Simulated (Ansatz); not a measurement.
# Al₂H (quartet): correlated methods under varied settings at distance Al1–Al2 = 1.910 Å

Aim: run Al₂H (quartet) at one geometry under a spread of methods and options, and see what each costs and gives.

Program: Ansatz 0.2.0, Gaussian basis. Level of theory: the settings change from run to run. These are calculated values, not measurements.

20 further runs of the same task are left out: 18 that didn't finish, 2 set aside as unsound or not needed.

## 1. The system

The geometry derives from a PBE0/def2-TZVP stationary point (not a proven minimum). One bond is set to the value named and the two fragments are kept rigid.

3 atoms, charge 0, spin multiplicity 4.

Atoms are counted from 1 here; the program's logs count them from 0.

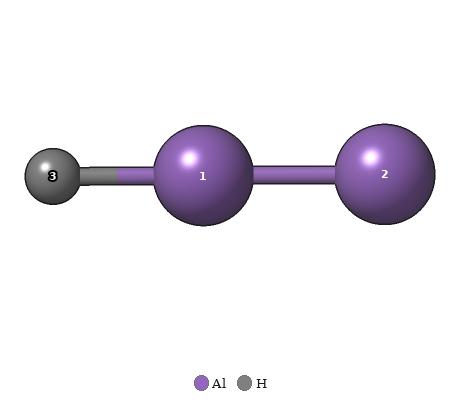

The structure; aluminium purple, hydrogen grey; atoms are numbered from 1 in the order of the file.

## 2. CCSDT on ROHF/6-31G

in.yaml

```yaml
crystal:
  periodic: [false, false, false]
  atoms:
    - {symbol: Al, position_ang: [0.000000, 0.000000, 0.108918]}
    - {symbol: Al, position_ang: [0.000000, 0.000000, -1.801082]}
    - {symbol: H, position_ang: [0.000000, 0.000000, 1.692165]}
basis:
  gaussian: {orbitals: 6-31G}
magnetization: {spin_polarized: false, initial_magnetization: 3}
correlation: {method: ccsdt, electrons: outside_noble_gas, diis_vectors: 4}
scf: {lower_state_search: off}
```

Run with:

```sh
> ansatz run in.yaml --threads 1 --pin off --events-out ev --progress --plain --max-ram 2393MiB
```

Log (excerpt; [...] marks lines left out):

```text
Functional definition: HF
  name "HF"
  cite "Fock, Z. Phys. 61, 126 (1930) doi:10.1007/BF01340294"
  parent pbe
[...]
538 factors; integrals over basis functions are off by at most 7.6e-8 eV
[...]
mean field -13176.07567882 eV, -484.2118501317 hartree, gradient 2.2e-6 eV, S^2 3.750000; 0 other end points of the search recorded, 0 dependent functions left out
10 core orbitals not correlated: weight in the atoms' cores, before any rotation towards them, 1.000 or more for the frozen orbitals, at most 0.000 for the correlated occupied ones
reference -13176.07567882 eV, -484.2118501317 hartree; 5, 2 occupied and 13, 16 virtual orbitals, 538 factors
second order -1.14623915 eV of doubles, -0.01937086 eV of singles
cycle   1  -1.47675031 eV  change   -3.1e-1 eV  update   6.3e-2
[...]
cycle  18  -1.71759090 eV  change   -7.5e-8 eV  update   5.1e-7
Total energy: -13177.79326972 eV, -484.2749704330 hartree
Checks for a lower state left out: stability, starts, cluster_reference, orbital_swaps, neighbouring_geometries, increment
```

Run time: 0.96 s. Hardware: 1 thread of AMD EPYC 7B13, shared host.

From the report: correlation -1.7176 eV; T1 0.026; largest double amplitude 0.07.

## 3. CCSD on ROHF/aug-cc-pVDZ

Changes to in.yaml since step 2:

```diff
@@ -7,5 +7,4 @@
 basis:
-  gaussian: {orbitals: 6-31G}
+  gaussian: {orbitals: aug-cc-pVDZ}
 magnetization: {spin_polarized: false, initial_magnetization: 3}
-correlation: {method: ccsdt, electrons: outside_noble_gas, diis_vectors: 4}
-scf: {lower_state_search: off}
+correlation: {method: ccsd, electrons: outside_noble_gas}
```

Same command.

Log (excerpt; [...] marks lines left out):

```text
Functional definition: HF
  name "HF"
  cite "Fock, Z. Phys. 61, 126 (1930) doi:10.1007/BF01340294"
  parent pbe
[...]
629 factors; integrals over basis functions are off by at most 8.4e-4 eV
[...]
mean field -13177.69591156 eV, -484.2713925867 hartree, gradient 3.0e-6 eV, S^2 3.750000; 0 other end points of the search recorded, 0 dependent functions left out
10 core orbitals not correlated: weight in the atoms' cores, before any rotation towards them, 1.000 or more for the frozen orbitals, at most 0.000 for the correlated occupied ones
reference -13177.69591156 eV, -484.2713925867 hartree; 5, 2 occupied and 48, 51 virtual orbitals, 629 factors
second order -2.29392497 eV of doubles, -0.02326193 eV of singles
cycle   1  -2.78868616 eV  change   -4.7e-1 eV  update   6.7e-2
[...]
cycle  11  -2.99273185 eV  change    3.7e-7 eV  update   3.6e-6
Total energy: -13180.68864341 eV, -484.3813734536 hartree
```

It took 1.4 s on 1 thread of AMD EPYC 7B13, shared host.

From the report: correlation -2.9927 eV; T1 0.025; largest double amplitude 0.03.

## 4. MRCISD+Q(relaxed)(7,8)/STO-3G

Changes to in.yaml since step 3:

```diff
@@ -7,4 +7,4 @@
 basis:
-  gaussian: {orbitals: aug-cc-pVDZ}
+  gaussian: {orbitals: STO-3G}
 magnetization: {spin_polarized: false, initial_magnetization: 3}
-correlation: {method: ccsd, electrons: outside_noble_gas}
+correlation: {method: fic_mrcisd_q_relaxed, electrons: outside_noble_gas, active_space: {window: {electrons: 7, orbitals: 8}}}
```

Same command.

Log (excerpt; [...] marks lines left out):

```text
Functional definition: HF
  name "HF"
  cite "Fock, Z. Phys. 61, 126 (1930) doi:10.1007/BF01340294"
  parent pbe
[...]
196 factors; integrals over basis functions are off by at most 4.3e-5 eV
[...]
mean field -13016.06440895 eV, -478.3315444236 hartree, gradient 5.4e-6 eV, S^2 3.750000; 0 other end points of the search recorded, 0 dependent functions left out
reference -13016.06440895 eV, -478.3315444236 hartree; 15, 12 occupied and 4, 7 virtual orbitals, 196 factors
state -13017.62456037 eV, -478.3888789309 hartree
contracted CI cycle   1: correlation 0.00000000 eV, 0.0000000000 hartree, residual 3.78e0 eV
contracted CI cycle   2: correlation -0.34923406 eV, -0.0128341150 hartree, residual 7.85e-1 eV
contracted CI cycle   3: correlation -0.36564986 eV, -0.0134373844 hartree, residual 3.02e-1 eV
contracted CI cycle   4: correlation -0.36748457 eV, -0.0135048087 hartree, residual 9.76e-2 eV
contracted CI cycle   5: correlation -0.36768332 eV, -0.0135121129 hartree, residual 3.61e-2 eV
contracted CI cycle   6: correlation -0.36771962 eV, -0.0135134466 hartree, residual 1.36e-2 eV
contracted CI cycle   7: correlation -0.36772595 eV, -0.0135136792 hartree, residual 6.19e-3 eV
contracted CI cycle   8: correlation -0.36772709 eV, -0.0135137214 hartree, residual 3.10e-3 eV
contracted CI cycle   9: correlation -0.36772732 eV, -0.0135137299 hartree, residual 1.11e-3 eV
state -13017.62456037 eV, -478.3888789309 hartree; corrected -13017.99591818 eV, -478.4025260786 hartree
Total energy: -13017.99591818 eV, -478.4025260786 hartree
```

Wall time 2.3 s (1 thread of AMD EPYC 7B13, shared host).

From the report: 400 determinants; active occupations 1.97, 1.96, 1.01, 0.98, 0.98, 0.04, 0.04, 0.04.

## 5. BCCD(T) on ROHF/6-31G

in.yaml

```yaml
crystal:
  periodic: [false, false, false]
  atoms:
    - {symbol: Al, position_ang: [0.000000, 0.000000, 0.108918]}
    - {symbol: Al, position_ang: [0.000000, 0.000000, -1.801082]}
    - {symbol: H, position_ang: [0.000000, 0.000000, 1.692165]}
basis:
  gaussian: {orbitals: 6-31G}
magnetization: {spin_polarized: false, initial_magnetization: 3}
correlation: {method: bccd_t, electrons: valence}
output: {forces: true}
```

The command is unchanged.

Log (excerpt; [...] marks lines left out):

```text
Functional definition: HF
  name "HF"
  cite "Fock, Z. Phys. 61, 126 (1930) doi:10.1007/BF01340294"
  parent pbe
[...]
308 factors; integrals over basis functions are off by at most 1.2e-4 eV
[...]
mean field -13176.07553280 eV, -484.2118447656 hartree, gradient 2.2e-6 eV, S^2 3.750000; 1 other end points of the search recorded, 0 dependent functions left out
[...]
determinant -13176.07553280 eV, -484.2118447656 hartree, with singles and doubles -13177.74347584 eV, -484.2731405418 hartree
determinant -13172.72402626 eV, -484.0886791719 hartree, with singles and doubles -13174.14293006 eV, -484.1408229249 hartree
10 core orbitals not correlated: weight in the atoms' cores, before any rotation towards them, 1.000 or more for the frozen orbitals, at most 0.000 for the correlated occupied ones
reference -13176.07553280 eV, -484.2118447656 hartree; 5, 2 occupied and 13, 16 virtual orbitals, 308 factors
second order -1.14623796 eV of doubles, -0.01937212 eV of singles
cycle   1  -1.66870214 eV  change   -7.6e-4 eV  update   3.8e-3
[...]
cycle  10  -1.66667401 eV  change    2.0e-7 eV  update   6.6e-7
perturbative correction -0.03559155 eV, -0.0013079654 hartree
[...]
Total energy: -13177.77779836 eV, -484.2744018711 hartree
Atom 0 at     0.000000     0.000000     0.108918 Å, force     0.000000     0.000000    10.861999 eV/Å
Atom 1 at     0.000000     0.000000    -1.801082 Å, force     0.000000    -0.000000   -11.364471 eV/Å
Atom 2 at     0.000000     0.000000     1.692165 Å, force     0.000000    -0.000000     0.502472 eV/Å
Dipole moment:    -0.000000    -0.000000    -0.057424 e Å
```

Wall time 0.84 s (1 thread of AMD EPYC 7B13, shared host).

From the report: correlation -1.7023 eV; largest double amplitude 0.07.

## 6. MRCISD+Q(5,7)/6-31G

Changes to in.yaml since step 5:

```diff
@@ -9,3 +9,3 @@
 magnetization: {spin_polarized: false, initial_magnetization: 3}
-correlation: {method: bccd_t, electrons: valence}
-output: {forces: true}
+correlation: {method: fic_mrcisd_q, electrons: valence, active_space: {window: {electrons: 5, orbitals: 7}}}
+accuracy: high
```

The command is unchanged.

Log (excerpt; [...] marks lines left out):

```text
Functional definition: HF
  name "HF"
  cite "Fock, Z. Phys. 61, 126 (1930) doi:10.1007/BF01340294"
  parent pbe
[...]
571 factors; integrals over basis functions are off by at most 3.8e-9 eV
[...]
mean field -13176.07567888 eV, -484.2118501341 hartree, gradient 2.3e-8 eV, S^2 3.750000; 0 other end points of the search recorded, 0 dependent functions left out
reference -13176.07567888 eV, -484.2118501341 hartree; 15, 12 occupied and 13, 16 virtual orbitals, 571 factors
state -13176.77250217 eV, -484.2374579176 hartree
contracted CI cycle   1: correlation 0.00000000 eV, 0.0000000000 hartree, residual 5.73e0 eV
contracted CI cycle   2: correlation -0.91182817 eV, -0.0335090671 hartree, residual 1.33e0 eV
contracted CI cycle   3: correlation -0.97580642 eV, -0.0358602246 hartree, residual 4.52e-1 eV
[...]
contracted CI cycle   8: correlation -1.02796736 eV, -0.0377771039 hartree, residual 1.94e-3 eV
contracted CI cycle   9: correlation -1.02796746 eV, -0.0377771072 hartree, residual 7.10e-4 eV
contracted CI cycle  10: correlation -1.02796747 eV, -0.0377771076 hartree, residual 2.68e-4 eV
contracted CI cycle  11: correlation -1.02796747 eV, -0.0377771077 hartree, residual 9.52e-5 eV
contracted CI cycle  12: correlation -1.02796747 eV, -0.0377771077 hartree, residual 3.53e-5 eV
contracted CI cycle  13: correlation -1.02796747 eV, -0.0377771077 hartree, residual 1.23e-5 eV
contracted CI cycle  14: correlation -1.02796747 eV, -0.0377771077 hartree, residual 3.89e-6 eV
state -13176.70658457 eV, -484.2350354905 hartree; corrected -13177.78275830 eV, -484.2745841455 hartree
state -13176.77250217 eV, -484.2374579176 hartree; corrected -13177.79429670 eV, -484.2750081738 hartree
the orbitals are reached from a further start. From the first start the search ends at -13176.70658077 eV, -484.2350353507 hartree
Total energy: -13177.79429670 eV, -484.2750081738 hartree
```

It took 2.2 s on 1 thread of AMD EPYC 7B13, shared host.

From the report: 68 determinants; active occupations 1.97, 1.00, 0.99, 0.99, 0.02, 0.02, 0.01.

## 7. CCSD(T) on ROHF/6-31G

Changes to in.yaml since step 6:

```diff
@@ -9,3 +9,4 @@
 magnetization: {spin_polarized: false, initial_magnetization: 3}
-correlation: {method: fic_mrcisd_q, electrons: valence, active_space: {window: {electrons: 5, orbitals: 7}}}
+correlation: {method: ccsd_t, electrons: outside_noble_gas}
 accuracy: high
+output: {forces: true}
```

Same command.

Log (excerpt; [...] marks lines left out):

```text
Functional definition: HF
  name "HF"
  cite "Fock, Z. Phys. 61, 126 (1930) doi:10.1007/BF01340294"
  parent pbe
[...]
571 factors; integrals over basis functions are off by at most 3.8e-9 eV
[...]
mean field -13176.07567888 eV, -484.2118501341 hartree, gradient 2.3e-8 eV, S^2 3.750000; 1 other end points of the search recorded, 0 dependent functions left out
[...]
determinant -13176.07567888 eV, -484.2118501341 hartree, with singles and doubles -13177.74361612 eV, -484.2731456970 hartree
determinant -13172.72413640 eV, -484.0886832196 hartree, with singles and doubles -13174.14252075 eV, -484.1408078830 hartree
10 core orbitals not correlated: weight in the atoms' cores, before any rotation towards them, 1.000 or more for the frozen orbitals, at most 0.000 for the correlated occupied ones
reference -13176.07567888 eV, -484.2118501341 hartree; 5, 2 occupied and 13, 16 virtual orbitals, 571 factors
second order -1.14623915 eV of doubles, -0.01937085 eV of singles
cycle   1  -1.66785090 eV  change    8.6e-5 eV  update   4.3e-4
[...]
cycle  18  -1.66781402 eV  change  -2.6e-10 eV  update  3.3e-10
perturbative correction -0.03459100 eV, -0.0012711957 hartree
[...]
Total energy: -13177.77808390 eV, -484.2744123645 hartree
Atom 0 at     0.000000     0.000000     0.108918 Å, force     0.000000    -0.000000    10.862130 eV/Å
Atom 1 at     0.000000     0.000000    -1.801082 Å, force    -0.000000     0.000000   -11.364193 eV/Å
Atom 2 at     0.000000     0.000000     1.692165 Å, force    -0.000000     0.000000     0.502062 eV/Å
Dipole moment:    -0.000000     0.000000    -0.057468 e Å
```

It took 1.2 s on 1 thread of AMD EPYC 7B13, shared host.

From the report: correlation -1.7024 eV; T1 0.025; largest double amplitude 0.07.

## 8. MRCISD+Q(9,6)/6-31G

Changes to in.yaml since step 7:

```diff
@@ -9,4 +9,2 @@
 magnetization: {spin_polarized: false, initial_magnetization: 3}
-correlation: {method: ccsd_t, electrons: outside_noble_gas}
-accuracy: high
-output: {forces: true}
+correlation: {method: fic_mrcisd_q, electrons: all, active_space: {window: {electrons: 9, orbitals: 6}, states: [{multiplicity: 4, weights: [0.5, 0.5, 1]}]}}
```

Launched as before.

Log (excerpt; [...] marks lines left out):

```text
Functional definition: HF
  name "HF"
  cite "Fock, Z. Phys. 61, 126 (1930) doi:10.1007/BF01340294"
  parent pbe
[...]
538 factors; integrals over basis functions are off by at most 7.6e-8 eV
[...]
mean field -13176.07567882 eV, -484.2118501317 hartree, gradient 2.2e-6 eV, S^2 3.750000; 0 other end points of the search recorded, 0 dependent functions left out
reference -13176.07567882 eV, -484.2118501317 hartree; 15, 12 occupied and 13, 16 virtual orbitals, 538 factors
state -13175.93776852 eV, -484.2067820217 hartree
state -13170.50811902 eV, -484.0072460831 hartree
state -13170.50811902 eV, -484.0072460831 hartree
contracted CI cycle   1: correlation 0.00000000 eV, 0.0000000000 hartree, residual 9.41e0 eV
contracted CI cycle   2: correlation -1.75347305 eV, -0.0644389461 hartree, residual 2.73e0 eV
contracted CI cycle   3: correlation -1.88043793 eV, -0.0691048192 hartree, residual 8.31e-1 eV
[...]
contracted CI cycle   8: correlation -2.51612403 eV, -0.0924658526 hartree, residual 4.56e-2 eV
contracted CI cycle   9: correlation -2.51615376 eV, -0.0924669450 hartree, residual 1.80e-2 eV
contracted CI cycle  10: correlation -2.51615902 eV, -0.0924671384 hartree, residual 8.08e-3 eV
contracted CI cycle  11: correlation -2.51616036 eV, -0.0924671878 hartree, residual 4.97e-3 eV
contracted CI cycle  12: correlation -2.51616087 eV, -0.0924672065 hartree, residual 3.11e-3 eV
contracted CI cycle  13: correlation -2.51616101 eV, -0.0924672117 hartree, residual 1.32e-3 eV
state -13170.50811902 eV, -484.0072460831 hartree; corrected -13173.60464070 eV, -484.1210411557 hartree
state -13170.50811902 eV, -484.0072460831 hartree; corrected -13173.60464070 eV, -484.1210411557 hartree
an earlier search ended where averaged states of different weights were degenerate, so these states were given the mean of their weights and the orbitals were optimised with it
WARN: 1 active orbitals are nearly empty or full. The corrections depend on them more than the energy does, and are more stable in an active space without them
Total energy: -13174.69568313 eV, -484.1611362254 hartree
```

Run time: 3 s. Hardware: 1 thread of AMD EPYC 7B13, shared host.

From the report: 4 determinants; active occupations (of the averaged states) 2.00, 2.00, 1.38, 1.38, 1.25, 1.00. The report marks this result as in doubt.

## 9. CASSCF(3,7)/cc-pVDZ

in.yaml

```yaml
crystal:
  periodic: [false, false, false]
  atoms:
    - {symbol: Al, position_ang: [0.000000, 0.000000, 0.108918]}
    - {symbol: Al, position_ang: [0.000000, 0.000000, -1.801082]}
    - {symbol: H, position_ang: [0.000000, 0.000000, 1.692165]}
basis:
  gaussian: {orbitals: cc-pVDZ}
magnetization: {spin_polarized: false, initial_magnetization: 3}
correlation: {active_space: {window: {electrons: 3, orbitals: 7}, states: [{multiplicity: 4, weights: [1, 1, 0.5]}]}}
scf: {lower_state_search: off}
```

Launched as before.

Log (excerpt; [...] marks lines left out):

```text
Functional definition: HF
  name "HF"
  cite "Fock, Z. Phys. 61, 126 (1930) doi:10.1007/BF01340294"
  parent pbe
[...]
739 factors; integrals over basis functions are off by at most 1.1e-7 eV
[...]
mean field -13177.66845796 eV, -484.2703836856 hartree, gradient 4.5e-6 eV, S^2 3.750000; 0 other end points of the search recorded, 0 dependent functions left out
reference -13177.66845796 eV, -484.2703836856 hartree; 15, 12 occupied and 26, 29 virtual orbitals, 739 factors
state -13177.80873193 eV, -484.2755386590 hartree
state -13174.15581713 eV, -484.1412965160 hartree
state -13174.15581713 eV, -484.1412965160 hartree
an earlier search ended where averaged states of different weights were degenerate, so these states were given the mean of their weights and the orbitals were optimised with it
Total energy: -13175.61698305 eV, -484.1949933732 hartree
Checks for a lower state left out: stability, starts, cluster_reference, orbital_swaps, neighbouring_geometries, increment
```

It took 2.5 s on 1 thread of AMD EPYC 7B13, shared host.

From the report: 35 determinants; active occupations (of the averaged states) 1.00, 0.69, 0.69, 0.30, 0.30, 0.00, 0.00.

## 10. CCSDT on UHF/6-31G

in.yaml

```yaml
crystal:
  periodic: [false, false, false]
  atoms:
    - {symbol: Al, position_ang: [0.000000, 0.000000, 0.108918]}
    - {symbol: Al, position_ang: [0.000000, 0.000000, -1.801082]}
    - {symbol: H, position_ang: [0.000000, 0.000000, 1.692165]}
basis:
  gaussian: {orbitals: 6-31G}
magnetization: {spin_polarized: true, initial_magnetization: 3}
correlation: {method: ccsdt, electrons: all}
```

Same command.

Log (excerpt; [...] marks lines left out):

```text
Functional definition: HF
  name "HF"
  cite "Fock, Z. Phys. 61, 126 (1930) doi:10.1007/BF01340294"
  parent pbe
[...]
538 factors; integrals over basis functions are off by at most 7.6e-8 eV
[...]
mean field -13176.11070824 eV, -484.2131374391 hartree, gradient 6.6e-6 eV, S^2 3.756168; 1 other end points of the search recorded, 0 dependent functions left out
determinant -13176.11070824 eV, -484.2131374391 hartree, with singles and doubles -13177.91822297 eV, -484.2795623802 hartree
determinant -13172.77119101 eV, -484.0904124445 hartree, with singles and doubles -13174.31656735 eV, -484.1472039777 hartree
reference -13176.11070824 eV, -484.2131374391 hartree; 15, 12 occupied and 13, 16 virtual orbitals, 538 factors
second order -1.31687720 eV of doubles, -0.00000000 eV of singles
cycle   1  -1.61368359 eV  change   -3.0e-1 eV  update   6.3e-2
[...]
cycle  15  -1.86304274 eV  change    9.3e-7 eV  update   6.4e-7
Total energy: -13177.97375097 eV, -484.2816029968 hartree
```

Wall time 10 s (1 thread of AMD EPYC 7B13, shared host); peak memory 0.28 GiB.

From the report: ⟨S²⟩ of the determinant 3.756 (pure quartet: 3.75); correlation -1.8630 eV; T1 0.012; largest double amplitude 0.07.

## 11. The runs in one table

Where basis and cores are those of an earlier FCI/6-31G run (-13177.7966 eV), and the state is the same kind, the miss against it is given. † marks a result that the program doubts.

```tsv
level	correlated	functions	energy (eV)	from FCI (meV)	time
CCSDT on ROHF/6-31G	outside noble gas	28	-13177.7933	3.3	0.96 s
CCSD on ROHF/aug-cc-pVDZ	outside noble gas	63	-13180.6886		1.4 s
MRCISD+Q(relaxed)(7,8)/STO-3G	outside noble gas	19	-13017.9959		2.3 s
BCCD(T) on ROHF/6-31G	valence	28	-13177.7778	18.8	0.84 s
MRCISD+Q(5,7)/6-31G	valence	28	-13177.7943		2.2 s
CCSD(T) on ROHF/6-31G	outside noble gas	28	-13177.7781	18.5	1.2 s
MRCISD+Q(9,6)/6-31G (mean of several states) †	all	28	-13174.6957		3 s
CASSCF(3,7)/cc-pVDZ (mean of several states)		41	-13175.6170		2.5 s
CCSDT on UHF/6-31G	all	28	-13177.9738		10 s
```

## 12. What came out

```
quantity                          value
    runs                              9
quickest  BCCD(T) on ROHF/6-31G, 0.84 s
 slowest       CCSDT on UHF/6-31G, 10 s
```

**Reading.** Total energies in different bases, with other cores or another treatment of relativity can't be set against each other. CCSDT on UHF/6-31G took 12 times as long as BCCD(T) on ROHF/6-31G; the jobs differ in more than the method. Among the correlated runs with a miss given, it spans +3 to +19 meV.
